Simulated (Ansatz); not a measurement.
# KZnBrF2: complex band structure

Aim: relax a made-up compound, KZnBrF2, and see how good a tunnel barrier it would be. It is built by putting Br for part of the F in the KZnF3 structure of space group Pm-3m, with the volume rescaled by atomic radii. The parent structure comes from the Materials Project.

Method: PBEsol DFT, plane waves, PAW files, in the first sound run; inputs show where later runs differ, in Ansatz 0.2.0.

The structure was built from a prototype and need not be the compound's stable phase.

## Step 1: Set-up

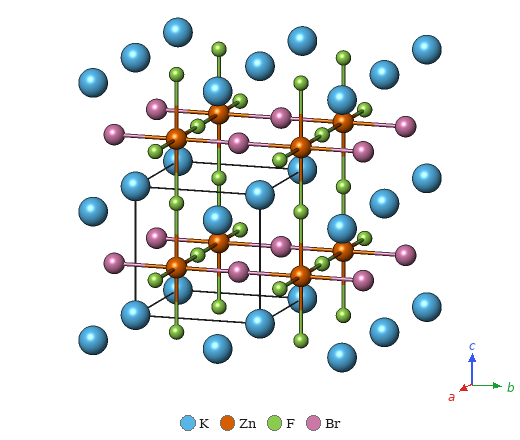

The starting structure, seen slightly off an axis (potassium blue, zinc orange, fluorine green, bromine pink). 2×2×2 cells are drawn. Some periodic images of atoms are drawn too.

## Step 2: Cell and atoms at rest

The substituted atoms don't fit the parent's cell, so cell and atoms relax together. A small smearing keeps the run stable in case the gap closes on the way.

input.yaml

```yaml
crystal:
  lattice:
    - [4.2947805296, 0.0, 0.0]
    - [0.0, 4.2947805296, 0.0]
    - [0.0, 0.0, 4.2947805296]
  atoms:
    - { symbol: K, position: [0.0, 0.0, 0.0] }
    - { symbol: Zn, position: [0.5, 0.5, 0.5] }
    - { symbol: F, position: [0.0, 0.5, 0.5] }
    - { symbol: Br, position: [0.5, 0.0, 0.5] }
    - { symbol: F, position: [0.5, 0.5, 0.0] }
kpoints:
  mp_grid: { grid: [6, 6, 6] }
scf:
  occupations: { method: gaussian, width: 0.03 }
hamiltonian:
  xc: pbesol
output:
  forces: true
  stress: true
relax:
  f_tol: 0.02
  max_steps: 60
  cell: {}
```

On the command line:

```bash
> ansatz run input.yaml --threads 2 --pin off --max-ram 4096MiB --backend cpu --events-out ev --progress --plain --runs-dir out
```

Numbers of over 12 decimals in the logs are rounded to 6 here.

The program printed:

```text
Engine: ansatz 0.2.0, aarch64-unknown-linux-gnu
Pseudopotentials: kind: paw
Pseudopotential: K, paw, valence charge 9, recommended cutoff 420 eV (normal), K.paw.azcp
Pseudopotential: Zn, paw, valence charge 12, recommended cutoff 420 eV (normal), Zn.paw.azcp
Pseudopotential: F, paw, valence charge 7, recommended cutoff 420 eV (normal), F.paw.azcp
Pseudopotential: Br, paw, valence charge 7, recommended cutoff 420 eV (normal), Br.paw.azcp
Functional definition: PBEsol
  exchange = pbesol_x
  correlation = pbesol_c
Crystal: 5 atoms, lattice volume = 79.218 Å³
Basis set: ecut = 420 eV, 1551 PW (Γ), exchange–correlation on 60×60×60 points (8 copies of the dense FFT grid, shifted against one another)
Bands: 26, of which v1, the nominal top of the filled ones, is band 21 counted from 1 (20 counted from 0)
Symmetry: 16 space group operations
Space group: P4/mmm (ITA 123), of the structure as read, at distance tolerance 4.3e-5 Å
k-points: 40 of 216
Non-local potential: K, projectors of the file, l = 0: 3, l = 1: 2, l = 2: 2
Non-local potential: Zn, projectors of the file, l = 0: 2, l = 1: 2, l = 2: 3, l = 3: 1
Non-local potential: F, projectors of the file, l = 0: 2, l = 1: 2, l = 2: 1
Non-local potential: Br, projectors of the file, l = 0: 2, l = 1: 2, l = 2: 2
PAW form: soft (Blöchl's): semilocal exchange-correlation on the pseudo side does not see the compensation charge
PAW frozen core: K, regenerated for the run's functional, and the local potential with it (the file was generated under x = pbe(κ = 0.804, μ = 0.219515), c = pbe(β = 0.066725))
PAW frozen core: Zn, regenerated for the run's functional, and the local potential with it (the file was generated under x = pbe(κ = 0.804, μ = 0.219515), c = pbe(β = 0.066725))
PAW frozen core: F, regenerated for the run's functional, and the local potential with it (the file was generated under x = pbe(κ = 0.804, μ = 0.219515), c = pbe(β = 0.066725))
PAW frozen core: Br, regenerated for the run's functional, and the local potential with it (the file was generated under x = pbe(κ = 0.804, μ = 0.219515), c = pbe(β = 0.066725))
PAW one-centre angular grid: K, 110 points (default); XC on 64 Gauss nodes
PAW one-centre angular grid: Zn, 590 points (default); XC on 64 Gauss nodes
PAW one-centre angular grid: F, 110 points (default); XC on 64 Gauss nodes
PAW one-centre angular grid: Br, 110 points (default); XC on 64 Gauss nodes
Initial density: superposition of atomic densities (neutral atoms: chi_scale 0, normalization atom), corrected by the library's trained network
Initial wavefunctions: pseudopotential atomic-orbital guess
Functional: x = pbesol(κ = 0.804, μ = 0.123457), c = pbesol(β = 0.046)
SCF iter   1: F=—  HF=-9137.562307 eV  |F-HF|=—  |Δ(HF+E_count)|=         —  Δρ=1.19e-2  dr2=7.55e-2  ethr=1.77e-3  ⟨swp⟩=7.1  Hψ=5528  notcnv=0
preconditioner: auto → Resta (q_TF=auto, 2.454 Å⁻¹)  ε∞=4.2  [insulator: Δε(μ)=2.471 eV  Ē_g=14.778 eV  σ=0.030 eV  W_gap=1.00  n_scr=18 (ndim 8)  ℏωp=26.4 eV  f_vac=0.029  D(μ)=0.00/eV (n_scr^D=0)  ε∞_Penn≈4.2]
SCF iter   2: F=—  HF=-9137.541064 eV  |F-HF|=—  |Δ(HF+E_count)|=   2.12e-2  Δρ=2.81e-3  dr2=3.56e-3  ethr=1.80e-4  ⟨swp⟩=2.0  Hψ=2318  notcnv=0  defer=38
SCF iter   3: F=—  HF=-9137.540224 eV  |F-HF|=—  |Δ(HF+E_count)|=   8.41e-4  Δρ=1.27e-3  dr2=1.47e-3  ethr=8.48e-6  ⟨swp⟩=2.0  Hψ=1647  notcnv=0  defer=38
SCF iter   4: F=—  HF=-9137.540067 eV  |F-HF|=—  |Δ(HF+E_count)|=   1.57e-4  Δρ=7.06e-4  dr2=2.85e-4  ethr=3.49e-6  ⟨swp⟩=2.0  Hψ=1577  notcnv=0  defer=38
SCF iter   5: F=—  HF=-9137.539916 eV  |F-HF|=—  |Δ(HF+E_count)|=   1.51e-4  Δρ=1.84e-4  dr2=3.67e-5  ethr=6.77e-7  ⟨swp⟩=2.0  Hψ=1556  notcnv=0  defer=38
SCF iter   6: F=—  HF=-9137.539917 eV  |F-HF|=—  |Δ(HF+E_count)|=   1.12e-6  Δρ=4.58e-5  dr2=1.70e-6  ethr=8.75e-8  ⟨swp⟩=2.0  Hψ=1686  notcnv=0  defer=38
SCF iter   7: F=-9137.539917 eV  HF=-9137.539917 eV  |F-HF|=4.72e-8  |Δ(HF+E_count)|=   2.05e-7  Δρ=1.16e-5  dr2=8.82e-8  ethr=2.38e-10  ⟨swp⟩=4.0  Hψ=5098  notcnv=0
SCF 1 converged in 7 iterations: F = -9137.539917 eV  dr2 = 8.82e-8
  greatest PAW one-centre occupation: 0.993 electrons in one spin orbital (limit 2), on the Zn atom at site 1 (counted from 0), in its partial waves of l = 2
relax step   1: F+E_penalty+E_count = -9137.53991723 eV  Δ(F+E_penalty+E_count) = +0.000e0 eV  max|allowed force component| = 2.075e-29 eV/Å  Δτ_max = 0.0000 Å  P = +11.782 GPa  Ω = 79.218 Å³  (7 SCF iters, dr2 threshold 1.00e-7 eV, accepted)
Crystal: 5 atoms, lattice volume = 84.114 Å³
Basis set: ecut = 420 eV, 1655 PW (Γ), exchange–correlation on 60×60×60 points (8 copies of the dense FFT grid, shifted against one another)
Initial density: handed on by an earlier stage of this run
Initial wavefunctions: those handed on with the density
iter 1 solved again at ethr=6.46e-5 eV; its pass at ethr=3.10e-3 eV (dr2=2.71e-2 eV) is discarded
SCF iter   1: F=—  HF=-9138.058221 eV  |F-HF|=—  |Δ(HF+E_count)|=         —  Δρ=5.38e-3  dr2=2.78e-2  ethr=6.46e-5  ⟨swp⟩=2.0  Hψ=6596  notcnv=0
preconditioner: auto → Resta (q_TF=auto, 2.430 Å⁻¹)  ε∞=4.1  [insulator: Δε(μ)=2.403 eV  Ē_g=14.574 eV  σ=0.030 eV  W_gap=1.00  n_scr=18 (ndim 8)  ℏωp=25.6 eV  f_vac=0.032  D(μ)=0.00/eV (n_scr^D=0)  ε∞_Penn≈4.1]
SCF iter   2: F=—  HF=-9138.050650 eV  |F-HF|=—  |Δ(HF+E_count)|=   7.57e-3  Δρ=3.25e-3  dr2=4.58e-3  ethr=6.46e-5  ⟨swp⟩=2.2  Hψ=1748  notcnv=0
SCF iter   3: F=—  HF=-9138.049334 eV  |F-HF|=—  |Δ(HF+E_count)|=   1.32e-3  Δρ=1.29e-3  dr2=1.55e-3  ethr=1.09e-5  ⟨swp⟩=2.1  Hψ=1955  notcnv=0  defer=3
SCF iter   4: F=—  HF=-9138.048861 eV  |F-HF|=—  |Δ(HF+E_count)|=   4.73e-4  Δρ=5.06e-4  dr2=1.19e-4  ethr=3.68e-6  ⟨swp⟩=2.0  Hψ=1725  notcnv=0  defer=3
SCF iter   5: F=—  HF=-9138.049033 eV  |F-HF|=—  |Δ(HF+E_count)|=   1.72e-4  Δρ=1.81e-4  dr2=2.11e-5  ethr=2.84e-7  ⟨swp⟩=2.0  Hψ=1582  notcnv=0  defer=3
SCF iter   6: F=—  HF=-9138.049039 eV  |F-HF|=—  |Δ(HF+E_count)|=   5.41e-6  Δρ=4.39e-5  dr2=1.60e-6  ethr=5.03e-8  ⟨swp⟩=2.5  Hψ=1748  notcnv=0  defer=3
SCF iter   7: F=-9138.049040 eV  HF=-9138.049040 eV  |F-HF|=4.52e-8  |Δ(HF+E_count)|=   1.09e-6  Δρ=7.82e-6  dr2=4.62e-8  ethr=1.19e-9  ⟨swp⟩=5.0  Hψ=4081  notcnv=0
SCF 2 converged in 7 iterations: F = -9138.049040 eV  dr2 = 4.62e-8
relax step   2: F+E_penalty+E_count = -9138.04903979 eV  Δ(F+E_penalty+E_count) = -5.091e-1 eV  max|allowed force component| = 1.089e-29 eV/Å  Δτ_max = 0.0000 Å  P = +4.669 GPa  Ω = 84.114 Å³  energy of the carried Pulay correction = -1.160e-2 eV  (7 SCF iters, dr2 threshold 5.00e-7 eV, accepted)
Crystal: 5 atoms, lattice volume = 87.394 Å³
[...]
SCF iter   5: F=—  HF=-9138.269870 eV  |F-HF|=—  |Δ(HF+E_count)|=   5.20e-4  Δρ=1.19e-4  dr2=1.07e-5  ethr=9.77e-8  ⟨swp⟩=2.0  Hψ=1600  notcnv=0
SCF iter   6: F=—  HF=-9138.269872 eV  |F-HF|=—  |Δ(HF+E_count)|=   1.38e-6  Δρ=3.57e-5  dr2=1.48e-6  ethr=2.54e-8  ⟨swp⟩=2.2  Hψ=1651  notcnv=0
SCF iter   7: F=-9138.269873 eV  HF=-9138.269872 eV  |F-HF|=3.25e-8  |Δ(HF+E_count)|=   6.36e-7  Δρ=7.53e-6  dr2=7.76e-8  ethr=1.19e-9  ⟨swp⟩=5.0  Hψ=4251  notcnv=0
SCF 3 converged in 7 iterations: F = -9138.269873 eV  dr2 = 7.76e-8
relax step   3: F+E_penalty+E_count = -9138.26987251 eV  Δ(F+E_penalty+E_count) = -2.208e-1 eV  max|allowed force component| = 7.889e-30 eV/Å  Δτ_max = 0.0000 Å  P = +0.658 GPa  Ω = 87.394 Å³  energy of the carried Pulay correction = -1.920e-2 eV  (7 SCF iters, dr2 threshold 5.00e-7 eV, accepted)
[... from here on, the SCF cycles and remarks between the steps are left out ...]
relax step   4: F+E_penalty+E_count = -9138.31725937 eV  Δ(F+E_penalty+E_count) = -4.739e-2 eV  max|allowed force component| = 5.554e-29 eV/Å  Δτ_max = 0.0000 Å  P = -0.218 GPa  Ω = 87.871 Å³  energy of the carried Pulay correction = -2.051e-2 eV  (7 SCF iters, dr2 threshold 5.00e-7 eV, accepted)
relax step   5: F+E_penalty+E_count = -9138.32360215 eV  Δ(F+E_penalty+E_count) = -6.343e-3 eV  max|allowed force component| = 2.193e-29 eV/Å  Δτ_max = 0.0000 Å  P = +0.178 GPa  Ω = 87.204 Å³  energy of the carried Pulay correction = -1.921e-2 eV  (6 SCF iters, dr2 threshold 5.00e-7 eV, accepted)
relax step   6: F+E_penalty+E_count = -9138.32327332 eV  Δ(F+E_penalty+E_count) = +3.288e-4 eV  max|allowed force component| = 1.530e-29 eV/Å  Δτ_max = 0.0000 Å  P = -0.000 GPa  Ω = 87.410 Å³  energy of the carried Pulay correction = -1.965e-2 eV  (5 SCF iters, dr2 threshold 1.28e-7 eV, accepted)
relax step   7: F+E_penalty+E_count = -9138.41406161 eV  Δ(F+E_penalty+E_count) = -9.079e-2 eV  max|allowed force component| = 1.310e-29 eV/Å  Δτ_max = 0.0000 Å  P = +1.343 GPa  Ω = 87.410 Å³  stress off target by 3.11e0 GPa  SCF on the basis re-selected at this cell (its energy is not comparable with the rows above)  (9 SCF iters)
relax step   8: F+E_penalty+E_count = -9138.43128707 eV  Δ(F+E_penalty+E_count) = -1.723e-2 eV  max|allowed force component| = 1.381e-29 eV/Å  Δτ_max = 0.0000 Å  P = +0.482 GPa  Ω = 88.741 Å³  energy of the carried Pulay correction = -3.203e-3 eV  (6 SCF iters, dr2 threshold 5.00e-7 eV, accepted)
relax step   9: F+E_penalty+E_count = -9138.43182147 eV  Δ(F+E_penalty+E_count) = -5.344e-4 eV  max|allowed force component| = 1.180e-28 eV/Å  Δτ_max = 0.0000 Å  P = -0.082 GPa  Ω = 89.723 Å³  energy of the carried Pulay correction = -5.811e-3 eV  (6 SCF iters, dr2 threshold 5.00e-7 eV, accepted)
relax step  10: F+E_penalty+E_count = -9138.43225911 eV  Δ(F+E_penalty+E_count) = -4.376e-4 eV  max|allowed force component| = 1.026e-29 eV/Å  Δτ_max = 0.0000 Å  P = -0.003 GPa  Ω = 89.586 Å³  energy of the carried Pulay correction = -5.437e-3 eV  (5 SCF iters, dr2 threshold 5.49e-8 eV, accepted)
relax step  11: F+E_penalty+E_count = -9138.43904201 eV  Δ(F+E_penalty+E_count) = -6.783e-3 eV  max|allowed force component| = 1.235e-29 eV/Å  Δτ_max = 0.0000 Å  P = +0.036 GPa  Ω = 89.586 Å³  stress off target by 1.69e-1 GPa  SCF on the basis re-selected at this cell (its energy is not comparable with the rows above)  (7 SCF iters)
relax step  12: F+E_penalty+E_count = -9138.43895837 eV  Δ(F+E_penalty+E_count) = +8.364e-5 eV  max|allowed force component| = 5.049e-30 eV/Å  Δτ_max = 0.0000 Å  P = +0.003 GPa  Ω = 89.671 Å³  energy of the carried Pulay correction = -1.939e-4 eV  (5 SCF iters, dr2 threshold 7.12e-8 eV, accepted)
iter 1 solved again at ethr=8.65e-8 eV; its pass at ethr=3.10e-3 eV (dr2=3.63e-5 eV) is discarded
SCF iter   1: F=—  HF=-9138.439202 eV  |F-HF|=—  |Δ(HF+E_count)|=         —  Δρ=6.44e-5  dr2=1.23e-7  ethr=8.65e-8  ⟨swp⟩=3.8  Hψ=8561  notcnv=0
preconditioner: auto → Resta (q_TF=auto, 2.404 Å⁻¹)  ε∞=4.0  [insulator: Δε(μ)=2.430 eV  Ē_g=14.202 eV  σ=0.030 eV  W_gap=1.00  n_scr=18 (ndim 8)  ℏωp=24.8 eV  f_vac=0.046  D(μ)=0.00/eV (n_scr^D=0)  ε∞_Penn≈4.0]
SCF iter   2: F=—  HF=-9138.439205 eV  |F-HF|=—  |Δ(HF+E_count)|=   3.00e-6  Δρ=3.27e-5  dr2=3.67e-8  ethr=2.93e-10  ⟨swp⟩=2.3  Hψ=1905  notcnv=0
SCF iter   3: F=—  HF=-9138.439216 eV  |F-HF|=—  |Δ(HF+E_count)|=   1.14e-5  Δρ=7.17e-6  dr2=5.15e-9  ethr=8.73e-11  ⟨swp⟩=2.0  Hψ=1708  notcnv=0
SCF iter   4: F=—  HF=-9138.439217 eV  |F-HF|=—  |Δ(HF+E_count)|=   5.17e-7  Δρ=8.99e-7  dr2=7.01e-10  ethr=1.23e-11  ⟨swp⟩=2.0  Hψ=1668  notcnv=0
SCF iter   5: F=—  HF=-9138.439217 eV  |F-HF|=—  |Δ(HF+E_count)|=   4.03e-9  Δρ=4.98e-7  dr2=2.29e-10  ethr=1.67e-12  ⟨swp⟩=2.0  Hψ=1601  notcnv=0
SCF iter   6: F=—  HF=-9138.439217 eV  |F-HF|=—  |Δ(HF+E_count)|=  4.27e-10  Δρ=5.09e-7  dr2=1.54e-10  ethr=1.00e-12  ⟨swp⟩=2.0  Hψ=1820  notcnv=0
SCF iter   7: F=-9138.439217 eV  HF=-9138.439217 eV  |F-HF|=5.46e-12  |Δ(HF+E_count)|=  1.09e-11  Δρ=8.93e-8  dr2=3.02e-12  ethr=1.00e-12  ⟨swp⟩=3.5  Hψ=4172  notcnv=0
SCF 13 converged in 7 iterations: F = -9138.439217 eV  dr2 = 3.02e-12
relax step  13: F+E_penalty+E_count = -9138.43921680 eV  Δ(F+E_penalty+E_count) = -2.584e-4 eV  max|allowed force component| = 3.708e-30 eV/Å  Δτ_max = 0.0000 Å  P = +0.004 GPa  Ω = 89.671 Å³  stress off target by 1.83e-2 GPa  SCF on the basis re-selected at this cell (its energy is not comparable with the rows above)  (7 SCF iters)
basis re-selected at this cell: Δ(F+E_penalty+E_count) = -2.584e-4 eV, ΔP = +0.001 GPa vs the last step (what re-selecting the basis moved, of the pressure what is left beyond the Pulay correction that the steps carried, after the strain that the cell walked since its last selection, with what the two solves' SCF thresholds leave and, on support functions, any second-order correction that the steps lacked; it is no m [...]
SCF converged after 7 iterations
Free energy (F): -9138.439217 eV
Harris-Foulkes:  -9138.439217 eV  (|F-HF|=5.46e-12)
Internal energy: -9138.439217 eV  (E = F + TS)
E sigma→0 (E₀):  -9138.439217 eV
Fermi energy:    4.719978 eV
--- Per-component energies (eV) ---
  E_band       = -161.577435
  E_kinetic    = 931.143413
  E_local      = -4008.232021  (includes V_loc(G=0)·N_el)
  E_nonlocal   = 854.976204
  E_hartree    = 1581.559790
  E_xc         = -687.361012
  E_vxc        = -522.177431  (∫ρ·V_xc dr)
  E_paw        = -5149.504543  (= ΣΔE_a)
  E_vpaw       = -580.410775  (= ΣTr[D̂ρ^β])
  E_aug_tail   = 0.003589  (compensation charges beyond the density's cutoff)
  E_ewald      = -2662.107034
  E_core_change = 1.082396  (= ΣΔE_core)
  E_smearing   = -0.000000  (= −TS)
  E_closure    = -0.000000  (closes the sum)
  Σ components = -9138.439217   (vs F -9138.439217, Δ=0.00e0)
--- Forces (eV/Å), atoms counted from 1 ---
  atom   1  K     -0.00000000     0.00000000     0.00000000
  atom   2  Zn    -0.00000000     0.00000000     0.00000000
  atom   3  F      0.00000000    -0.00000000     0.00000000
  atom   4  Br    -0.00000000    -0.00000000     0.00000000
  atom   5  F     -0.00000000     0.00000000    -0.00000000
  max |Σ_I F_I| component: 7.49e-30 eV/Å
--- Stress (GPa, compression-positive) ---
       -0.003475       0.000000       0.000000
        0.000000       0.018277       0.000000
        0.000000       0.000000      -0.003475
  P = ⅓ Tr σ = 0.0038 GPa (0.038 kbar)
--- Relaxed structure (10 steps of the walk, 10 accepted, 3 SCFs on fresh bases) ---
  F+E_penalty+E_count = -9138.43921680 eV   max|allowed force component| = 3.708e-30 eV/Å   (the final SCF, on the basis selected at the relaxed cell)
  cell:  # Å, volume = 89.6709 Å³
    - [4.221236, 0.0, 0]
    - [0.0, 5.032367, 0.0]
    - [0, 0.0, 4.221236]
  atoms:
    - { symbol: K, position: [0, 0.0, 0] }
    - { symbol: Zn, position: [0.5, 0.5, 0.5] }
    - { symbol: F, position: [0, 0.5, 0.5] }
    - { symbol: Br, position: [0.5, 0.0, 0.5] }
    - { symbol: F, position: [0.5, 0.5, 0] }
```

Run time: 27 s. Hardware: 2 threads of Arm Neoverse V2, shared host; peak memory 0.42 GiB; 52 s of CPU time.

Step by step:

| step | energy less that of the first step (eV) | largest force component (eV/Å) | pressure (GPa) | volume (Å³) |
| --- | --- | --- | --- | --- |
| 1 | 0.0000 | 0.0000 | 11.78 | 79.22 |
| 2 | -0.5091 | 0.0000 | 4.67 | 84.11 |
| 3 | -0.7300 | 0.0000 | 0.66 | 87.39 |
| 4 | -0.7773 | 0.0000 | -0.22 | 87.87 |
| 5 | -0.7837 | 0.0000 | 0.18 | 87.20 |
| 6 | -0.7834 | 0.0000 | 0.00 | 87.41 |
| 7* | -0.8741 | 0.0000 | 1.34 | 87.41 |
| 8 | -0.8914 | 0.0000 | 0.48 | 88.74 |
| 9 | -0.8919 | 0.0000 | -0.08 | 89.72 |
| 10 | -0.8923 | 0.0000 | 0.00 | 89.59 |
| 11* | -0.8991 | 0.0000 | 0.04 | 89.59 |
| 12 | -0.8990 | 0.0000 | 0.00 | 89.67 |
| 13* | -0.8993 | 0.0000 | 0.00 | 89.67 |

Relaxation steps marked * repeat the geometry before them on a plane-wave basis chosen anew for their cell, so energy and pressure can jump there.

Forces are held to the 16 operations that the run works with; a distortion that breaks them can't arise in this run.

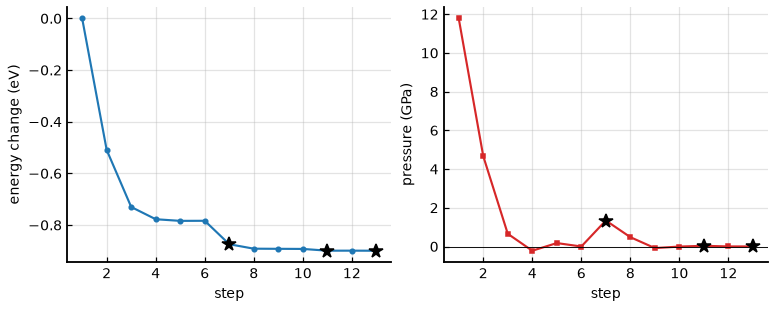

Energy and pressure along the relaxation. Stars mark steps on a basis chosen anew.

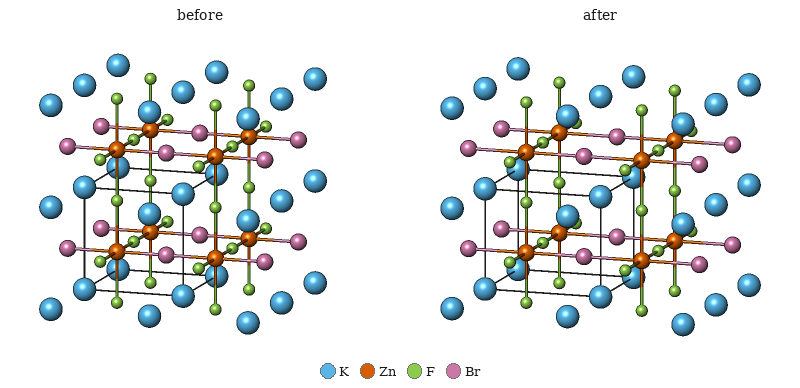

The structure before and after the relaxation, drawn at the same scale.

| cell as run | before | after | change |
| --- | --- | --- | --- |
| a (Å) | 4.295 | 4.221 | -1.7 % |
| b (Å) | 4.295 | 5.032 | +17.2 % |
| c (Å) | 4.295 | 4.221 | -1.7 % |
| volume (Å³/atom) | 15.84 | 17.93 | +13.2 % |

Final coordinates:

```xyz
5
Lattice="4.2212 0.0000 0.0000 0.0000 5.0324 0.0000 0.0000 0.0000 4.2212" Properties=species:S:1:pos:R:3 pbc="T T T"
K     0.0000    0.0000    0.0000
Zn    2.1106    2.5162    2.1106
F     0.0000    2.5162    2.1106
Br    2.1106    0.0000    2.1106
F     2.1106    2.5162    0.0000
```

Numbers from this step:

- free energy: -9138.4392 eV
- Fermi energy: 4.720 eV
- pressure: 0.003775 GPa

The largest force component on a free atom ends at 3.7e-30 eV/Å.

(Continued in part 2 of 3.)

[Logs are printed without paths, hosts, clocks, repeated set-up lines and the standing remarks that a program may print on its own settings, such as how far it seeks lower states.]

[Hosts, paths, dates, database ids (printed as entryN), source tags and the programs' standing remarks are cut or masked in the printed files.]
